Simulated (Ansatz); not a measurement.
## Nudged elastic band, with input and output: SnH₄BrClO

The run: nudged elastic band of SnH₄BrClO. Method and program: RKS PBE0/def2-SVP (Ansatz 0.2.0).

It belongs to a series of runs on one base structure; here: band between the two ends. Figures and captions count atoms from 1; the log counts them from 0 in places.

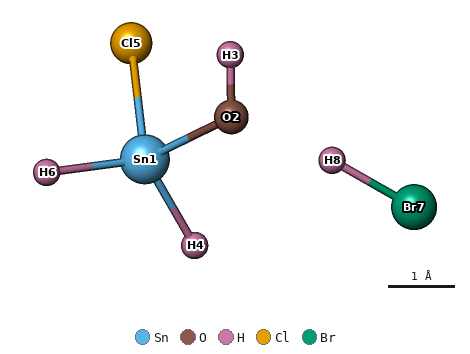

The structure as given in the input (ball-and-stick view, seen at a tilt; atoms are numbered from 1 in the order of the input). Sticks mark near contacts.

## Input file
```yaml
crystal:
  periodic: [false, false, false]
  atoms:
    - { symbol: Sn, position_ang: [-0.168618, -0.207595, -0.179333] }
    - { symbol: O, position_ang: [-0.21177, 0.350435, 1.744188] }
    - { symbol: H, position_ang: [-1.094598, 0.53114, 2.090856] }
    - { symbol: H, position_ang: [1.292941, 0.41253, -0.77529] }
    - { symbol: Cl, position_ang: [-1.977224, 0.915578, -1.165031] }
    - { symbol: H, position_ang: [-0.489696, -1.878508, -0.253774] }
    - { symbol: Br, position_ang: [2.068877, 2.409374, 2.384014] }
    - { symbol: H, position_ang: [0.960788, 1.462644, 2.202869] }
basis:
  gaussian: { orbitals: def2-SVP }
hamiltonian:
  xc: pbe0
neb:
  order_check: false
  images: 5
  f_tol: 0.03
  max_iterations: 60
  final_atoms:
    - { symbol: Sn, position_ang: [-0.22311999, 0.52974839, -0.17677296] }
    - { symbol: O, position_ang: [0.74820187, -0.21581409, 2.20118227] }
    - { symbol: H, position_ang: [0.05703695, -0.43676321, 2.83769613] }
    - { symbol: H, position_ang: [1.30328303, -0.09623209, -0.57058099] }
    - { symbol: Cl, position_ang: [-1.09826753, 1.22321152, -2.26812684] }
    - { symbol: H, position_ang: [-1.50209328, -0.37593523, 0.48266465] }
    - { symbol: Br, position_ang: [0.0281094, 2.71716535, 1.0483625] }
    - { symbol: H, position_ang: [1.06754955, 0.65021736, 2.49407423] }
  initial_path:
    images:
      - { positions_ang: [[-0.168618, -0.207595, -0.179333], [-0.21177, 0.350435, 1.744188], [-1.094598, 0.53114, 2.090856], [1.292941, 0.41253, -0.77529], [-1.977224, 0.915578, -1.165031], [-0.489696, -1.878508, -0.253774], [2.068877, 2.409374, 2.384014], [0.960788, 1.462644, 2.202869]] }
      - { positions_ang: [[-0.10255929, -0.15495037, -0.1082505], [-0.15182605, 0.26786556, 1.94214603], [-1.04460855, 0.29594143, 2.28390099], [1.4235974, 0.25696667, -0.6843531], [-1.69168505, 1.222375, -1.08536387], [-0.57557909, -1.7593831, -0.32597416], [1.72614369, 2.45498325, 1.85695417], [0.79721695, 1.41179956, 2.16943945]] }
      - { positions_ang: [[-0.03650059, -0.10230575, -0.03716801], [-0.09188209, 0.18529612, 2.14010406], [-0.99461909, 0.06074286, 2.47694597], [1.55425379, 0.10140335, -0.5934162], [-1.4061461, 1.529172, -1.00569674], [-0.66146219, -1.6402582, -0.39817433], [1.38341037, 2.50059249, 1.32989433], [0.63364589, 1.36095512, 2.1360099]] }
      - { positions_ang: [[0.02955812, -0.04966112, 0.03391449], [-0.03193814, 0.10272668, 2.33806209], [-0.94462964, -0.1744557, 2.66999096], [1.68491019, -0.05415998, -0.5024793], [-1.12060715, 1.83596901, -0.92602961], [-0.74734528, -1.5211333, -0.47037449], [1.04067706, 2.54620174, 0.8028345], [0.47007484, 1.31011068, 2.10258036]] }
      - { positions_ang: [[-0.05466792, 0.14347538, -0.03631466], [0.22810853, -0.00345358, 2.29243548], [-0.61074077, -0.26189154, 2.72589268], [1.55770113, -0.06818402, -0.52517986], [-1.11316061, 1.63171651, -1.37339535], [-0.99892795, -1.13940061, -0.15269477], [0.70315451, 2.60318961, 0.88467717], [0.66923308, 1.09014624, 2.23307832]] }
      - { positions_ang: [[-0.13889395, 0.33661188, -0.10654381], [0.4881552, -0.10963383, 2.24680887], [-0.27685191, -0.34932738, 2.78179441], [1.43049208, -0.08220805, -0.54788043], [-1.10571407, 1.42746401, -1.82076109], [-1.25051061, -0.75766792, 0.16498494], [0.36563195, 2.66017748, 0.96651983], [0.86839131, 0.8701818, 2.36357627]] }
      - { positions_ang: [[-0.22311999, 0.52974839, -0.17677296], [0.74820187, -0.21581409, 2.20118227], [0.05703695, -0.43676321, 2.83769613], [1.30328303, -0.09623209, -0.57058099], [-1.09826753, 1.22321152, -2.26812684], [-1.50209328, -0.37593523, 0.48266465], [0.0281094, 2.71716535, 1.0483625], [1.06754955, 0.65021736, 2.49407423]] }
```

Launched with:
```bash
ansatz run input.yaml --threads 4 --pin off --max-ram 5120MiB --backend cpu --events-out ev --progress --plain --runs-dir out
```

## Output
```
Engine: ansatz 0.2.0, aarch64-unknown-linux-gnu
Functional definition: PBE0
  parameter a = 0.25
  parameter kappa = 0.804
  parameter beta = 0.06672455060314922
  exchange = (1 - a)*pbe_x(kappa = kappa, mu = beta*pi^2/3) + a*exact_x
  correlation = pbe_c(beta = beta)
1227 factors; integrals over basis functions are off by at most 3.3e-4 eV
mean field evaluation 1: about -90481.3838 eV, gradient 4.7e1 eV
mean field evaluation 2: about -90468.7540 eV, gradient 9.2e1 eV
mean field evaluation 4: about -90485.4923 eV, gradient 4.1e0 eV
mean field evaluation 8: about -90485.5613 eV, gradient 1.4e-1 eV
mean field evaluation 16: about -90485.5613 eV, gradient 5.2e-5 eV
mean field -90485.56131439 eV, -3325.2830449876 hartree, gradient 5.2e-5 eV, S^2 0.000000; 0 other end points of the search recorded, 0 dependent functions left out
the calculation of the forces begins
reference -90485.56134498 eV, -3325.2830461116 hartree; 43, 43 occupied and 67, 67 virtual orbitals, 1227 factors
1227 factors; integrals over basis functions are off by at most 8.7e-4 eV
mean field evaluation 32: about -90486.5172 eV, gradient 3.9e-5 eV
mean field -90486.51717721 eV, -3325.3181722982 hartree, gradient 3.9e-5 eV, S^2 0.000000; 0 other end points of the search recorded, 0 dependent functions left out
[... from here on the field's lines of each further geometry are left out, up to the last ...]
NEB iter   1: max|band force component| = 2.628e0 eV/Å  barrier→ = 1.8149 eV  barrier← = 2.7707 eV  Δτ_max = 0.2000 Å  (186 SCF iters)
NEB iter   2: max|band force component| = 2.017e0 eV/Å  barrier→ = 0.7565 eV  barrier← = 1.7123 eV  Δτ_max = 0.2000 Å  (146 SCF iters)
NEB iter   3: max|band force component| = 1.605e0 eV/Å  barrier→ = 0.2666 eV  barrier← = 1.2225 eV  Δτ_max = 0.2000 Å  (149 SCF iters)
NEB iter   4: max|band force component| = 4.713e0 eV/Å  barrier→ = 0.1139 eV  barrier← = 1.0698 eV  Δτ_max = 0.0991 Å  (151 SCF iters)
NEB iter   5: max|band force component| = 1.329e0 eV/Å  barrier→ = 0.0995 eV  barrier← = 1.0553 eV  Δτ_max = 0.1709 Å  (149 SCF iters)
NEB iter   6: max|band force component| = 2.814e-1 eV/Å  barrier→ = 0.0719 eV  barrier← = 1.0277 eV  CI = image 2  Δτ_max = 0.2000 Å  (145 SCF iters)
NEB iter   7: max|band force component| = 1.401e0 eV/Å  barrier→ = 0.1055 eV  barrier← = 1.0613 eV  CI = image 2  Δτ_max = 0.0999 Å  (148 SCF iters)
NEB iter   8: max|band force component| = 9.117e-1 eV/Å  barrier→ = 0.1501 eV  barrier← = 1.1060 eV  CI = image 2  Δτ_max = 0.0993 Å  (139 SCF iters)
NEB iter   9: max|band force component| = 5.109e-1 eV/Å  barrier→ = 0.1676 eV  barrier← = 1.1234 eV  CI = image 2  Δτ_max = 0.0980 Å  (149 SCF iters)
NEB iter  10: max|band force component| = 2.779e-1 eV/Å  barrier→ = 0.1643 eV  barrier← = 1.1202 eV  CI = image 2  Δτ_max = 0.0510 Å  (142 SCF iters)
NEB iter  11: max|band force component| = 1.010e-1 eV/Å  barrier→ = 0.1616 eV  barrier← = 1.1174 eV  CI = image 2  Δτ_max = 0.0425 Å  (145 SCF iters)
NEB iter  12: max|band force component| = 7.191e-2 eV/Å  barrier→ = 0.1600 eV  barrier← = 1.1158 eV  CI = image 2  Δτ_max = 0.0952 Å  (144 SCF iters)
NEB iter  13: max|band force component| = 1.905e-1 eV/Å  barrier→ = 0.1589 eV  barrier← = 1.1148 eV  CI = image 2  Δτ_max = 0.0479 Å  (142 SCF iters)
NEB iter  14: max|band force component| = 1.274e-1 eV/Å  barrier→ = 0.1581 eV  barrier← = 1.1139 eV  CI = image 2  Δτ_max = 0.0483 Å  (143 SCF iters)
NEB iter  15: max|band force component| = 1.214e-1 eV/Å  barrier→ = 0.1576 eV  barrier← = 1.1134 eV  CI = image 2  Δτ_max = 0.0478 Å  (144 SCF iters)
NEB iter  16: max|band force component| = 1.077e-1 eV/Å  barrier→ = 0.1573 eV  barrier← = 1.1132 eV  CI = image 2  Δτ_max = 0.0477 Å  (137 SCF iters)
NEB iter  17: max|band force component| = 9.214e-2 eV/Å  barrier→ = 0.1572 eV  barrier← = 1.1130 eV  CI = image 2  Δτ_max = 0.0482 Å  (135 SCF iters)
NEB iter  18: max|band force component| = 8.295e-2 eV/Å  barrier→ = 0.1571 eV  barrier← = 1.1130 eV  CI = image 2  Δτ_max = 0.0965 Å  (137 SCF iters)
NEB iter  19: max|band force component| = 1.213e-1 eV/Å  barrier→ = 0.1571 eV  barrier← = 1.1129 eV  CI = image 2  Δτ_max = 0.0947 Å  (130 SCF iters)
NEB iter  20: max|band force component| = 1.284e-1 eV/Å  barrier→ = 0.1570 eV  barrier← = 1.1129 eV  CI = image 2  Δτ_max = 0.0948 Å  (129 SCF iters)
NEB iter  21: max|band force component| = 1.789e-1 eV/Å  barrier→ = 0.1570 eV  barrier← = 1.1129 eV  CI = image 2  Δτ_max = 0.0481 Å  (123 SCF iters)
NEB iter  22: max|band force component| = 1.213e-1 eV/Å  barrier→ = 0.1570 eV  barrier← = 1.1129 eV  CI = image 2  Δτ_max = 0.0477 Å  (126 SCF iters)
NEB iter  23: max|band force component| = 1.335e-1 eV/Å  barrier→ = 0.1570 eV  barrier← = 1.1129 eV  CI = image 2  Δτ_max = 0.0239 Å  (128 SCF iters)
NEB iter  24: max|band force component| = 1.198e-1 eV/Å  barrier→ = 0.1570 eV  barrier← = 1.1129 eV  CI = image 2  Δτ_max = 0.0238 Å  (119 SCF iters)
NEB iter  25: max|band force component| = 9.372e-2 eV/Å  barrier→ = 0.1570 eV  barrier← = 1.1129 eV  CI = image 2  Δτ_max = 0.0239 Å  (118 SCF iters)
NEB iter  26: max|band force component| = 3.432e-2 eV/Å  barrier→ = 0.1570 eV  barrier← = 1.1129 eV  CI = image 2  Δτ_max = 0.0475 Å  (125 SCF iters)
NEB iter  27: max|band force component| = 4.470e-2 eV/Å  barrier→ = 0.1570 eV  barrier← = 1.1129 eV  CI = image 2  Δτ_max = 0.0239 Å  (125 SCF iters)
NEB iter  28: max|band force component| = 8.240e-2 eV/Å  barrier→ = 0.1570 eV  barrier← = 1.1129 eV  CI = image 2  Δτ_max = 0.0120 Å  (125 SCF iters)
NEB iter  29: max|band force component| = 3.674e-2 eV/Å  barrier→ = 0.1570 eV  barrier← = 1.1129 eV  CI = image 2  Δτ_max = 0.0239 Å  (112 SCF iters)
NEB iter  30: max|band force component| = 1.053e-1 eV/Å  barrier→ = 0.1570 eV  barrier← = 1.1129 eV  CI = image 2  Δτ_max = 0.0120 Å  (118 SCF iters)
the calculation of the forces begins
reference -90486.28564890 eV, -3325.3096637900 hartree; 43, 43 occupied and 67, 67 virtual orbitals, 1228 factors
1228 factors; integrals over basis functions are off by at most 7.0e-4 eV
mean field evaluation 1152: about -90485.4043 eV, gradient 5.5e-3 eV
mean field -90485.40428144 eV, -3325.2772741329 hartree, gradient 8.6e-6 eV, S^2 0.000000; 1 other end points of the search recorded, 0 dependent functions left out
the calculation of the forces begins
reference -90485.40431044 eV, -3325.2772751988 hartree; 43, 43 occupied and 67, 67 virtual orbitals, 1228 factors
NEB iter  31: max|band force component| = 1.379e-2 eV/Å  barrier→ = 0.1570 eV  barrier← = 1.1129 eV  CI = image 2  Δτ_max = 0.0000 Å  (242 SCF iters)
```

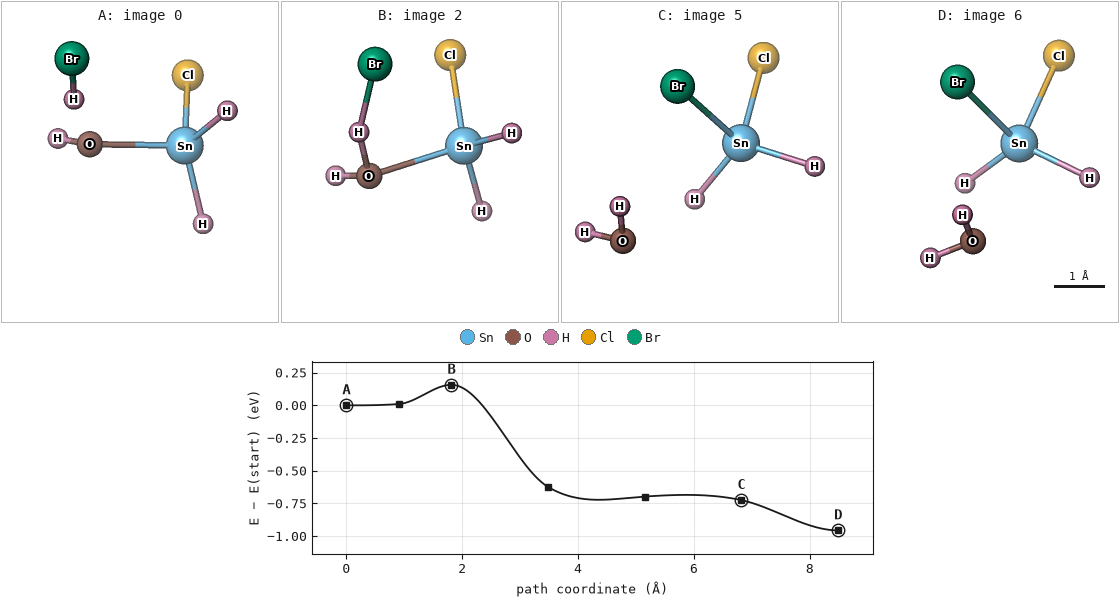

Images of the last band (counted from 0; ball-and-stick, seen at a tilt) above the energy along the path; the line is a cubic interpolation that uses the forces. The highest image is number 2, 0.157 eV above the start and 1.113 eV above the end (the climbing image); the end lies 0.956 eV below the start. The path is 8.49 Å long. The band converged in 31 iterations.

```
Total energy: -90485.40431044 eV, -3325.2772751988 hartree
Atom 0 at     0.028212    -0.061757    -0.088842 Å, force    -0.000022    -0.000022    -0.000009 eV/Å
Atom 1 at    -0.065134     0.150064     1.984558 Å, force     0.000014     0.000016    -0.000033 eV/Å
Atom 2 at    -0.953328     0.245607     2.359792 Å, force     0.000001     0.000032    -0.000008 eV/Å
Atom 3 at     1.621664     0.116628    -0.611940 Å, force    -0.000033     0.000018     0.000018 eV/Å
Atom 4 at    -1.522252     1.427852    -0.989974 Å, force     0.000021    -0.000030     0.000025 eV/Å
Atom 5 at    -0.710935    -1.598141    -0.202442 Å, force     0.000018     0.000013    -0.000000 eV/Å
Atom 6 at     1.433378     2.524423     1.533079 Å, force     0.000037     0.000039     0.000006 eV/Å
Atom 7 at     0.549094     1.190923     2.064268 Å, force    -0.000036    -0.000066     0.000002 eV/Å
Dipole moment:    -0.429121    -1.042517    -0.140313 e Å
this run last wrote the band of iteration 31 to [file]
```

## The last band as extended XYZ (Å, eV, eV/Å)
```
8
Properties=species:S:1:pos:R:3:forces:R:3 image=0 energy=-90485.56131
Sn   -0.1686   -0.2076   -0.1793    0.0019   0.0209   0.0024
O    -0.2118    0.3504    1.7442    0.0207  -0.0108   0.0003
H    -1.0946    0.5311    2.0909   -0.0219   0.0055   0.0060
H     1.2929    0.4125   -0.7753    0.0034  -0.0076  -0.0046
Cl   -1.9772    0.9156   -1.1650   -0.0007  -0.0116  -0.0002
H    -0.4897   -1.8785   -0.2538   -0.0038   0.0035  -0.0035
Br    2.0689    2.4094    2.3840   -0.0216  -0.0192  -0.0025
H     0.9608    1.4626    2.2029    0.0219   0.0194   0.0021
8
Properties=species:S:1:pos:R:3:forces:R:3 image=1 energy=-90485.55137
Sn   -0.1265   -0.2177   -0.1302   -0.0066  -0.0074  -0.0015
O    -0.1189    0.1795    1.8365   -0.0031   0.0019  -0.0065
H    -0.9941    0.2436    2.2403   -0.0027   0.0009  -0.0057
H     1.4392    0.1794   -0.6418   -0.0076   0.0019  -0.0004
Cl   -1.7023    1.2383   -1.0738   -0.0071  -0.0090  -0.0050
H    -0.7221   -1.8015   -0.3291   -0.0004  -0.0094  -0.0050
Br    1.7539    2.6659    2.0303    0.0142   0.0063   0.0219
H     0.8515    1.5081    2.1163    0.0132   0.0150   0.0022
8
Properties=species:S:1:pos:R:3:forces:R:3 image=2 energy=-90485.40428
Sn    0.0282   -0.0618   -0.0888    0.0000   0.0000   0.0000
O    -0.0651    0.1501    1.9846    0.0000   0.0000   0.0000
H    -0.9533    0.2456    2.3598    0.0000   0.0000   0.0000
H     1.6217    0.1166   -0.6119    0.0000   0.0000   0.0000
Cl   -1.5223    1.4279   -0.9900    0.0000   0.0000   0.0000
H    -0.7109   -1.5981   -0.2024    0.0000   0.0000   0.0000
Br    1.4334    2.5244    1.5331    0.0000   0.0000   0.0000
H     0.5491    1.1909    2.0643    0.0000  -0.0001   0.0000
8
Properties=species:S:1:pos:R:3:forces:R:3 image=3 energy=-90486.18468
Sn    0.4138    0.2195   -0.1611    0.1033   0.0669  -0.0128
O    -0.4236    0.1836    2.2569   -0.0887   0.0065   0.0673
H    -1.3540    0.4020    2.3866   -0.0902   0.0474   0.0086
H     1.5788    0.2265   -1.4152   -0.0212   0.0237  -0.2080
Cl   -1.5164    1.3523   -0.8910   -0.0079  -0.0102   0.0311
H    -0.0807   -1.3841    0.1707    0.1508   0.0605   0.0958
Br    1.6842    2.0190    1.1858    0.0727  -0.1349  -0.0964
H     0.0787    0.9769    2.5159   -0.1188  -0.0597   0.1144
8
Properties=species:S:1:pos:R:3:forces:R:3 image=4 energy=-90486.25838
Sn    0.3801    0.4408   -0.6020    0.0029  -0.0004   0.0110
O    -0.3161   -0.1781    2.8696    0.0001   0.0087  -0.0158
H    -1.1538    0.2187    3.1319   -0.0025   0.0084  -0.0042
H     1.5456    0.2358   -1.8289    0.0008   0.0066   0.0020
Cl   -1.5326    1.3216   -1.6437   -0.0052  -0.0053   0.0235
H    -0.0871   -0.8667    0.3661    0.0039  -0.0182  -0.0096
Br    1.2534    2.2508    0.8943    0.0076  -0.0040   0.0045
H     0.2912    0.5727    2.8611   -0.0075   0.0042  -0.0113
8
Properties=species:S:1:pos:R:3:forces:R:3 image=5 energy=-90486.28562
Sn    0.0430    0.5169   -0.4839   -0.0150   0.0010   0.0081
O     0.3651   -0.2658    2.7486    0.0295   0.0001  -0.0081
H    -0.5363   -0.1905    3.0829    0.0254  -0.0180  -0.0068
H     1.4941    0.0922   -1.2674    0.0065  -0.0178   0.0399
Cl   -1.4249    1.3364   -2.1294    0.0193   0.0082  -0.0379
H    -0.8354   -0.6576    0.3580   -0.0504   0.0127   0.0007
Br    0.5763    2.5264    0.9177   -0.0317   0.0104   0.0054
H     0.6988    0.6376    2.8219    0.0164   0.0034  -0.0012
8
Properties=species:S:1:pos:R:3:forces:R:3 image=6 energy=-90486.51718
Sn   -0.2231    0.5297   -0.1768    0.0005  -0.0058  -0.0042
O     0.7482   -0.2158    2.2012    0.0033   0.0042  -0.0017
H     0.0570   -0.4368    2.8377    0.0000   0.0009   0.0005
H     1.3033   -0.0962   -0.5706   -0.0024   0.0003   0.0022
Cl   -1.0983    1.2232   -2.2681    0.0008   0.0019   0.0038
H    -1.5021   -0.3759    0.4827   -0.0006   0.0004  -0.0017
Br    0.0281    2.7172    1.0484   -0.0007   0.0016  -0.0010
H     1.0675    0.6502    2.4941   -0.0010  -0.0035   0.0021
```

## Summary

- outcome: converged
- barrier, forward: 0.157 eV
- barrier, backward: 1.113 eV
- hardware: 4 threads of Arm Neoverse V1, 24 GiB of memory available, shared host
- wall time: 5.4 min (CPU time 20 min)
- peak memory: 0.33 GiB

## Notes

The order of the saddle point was not checked.
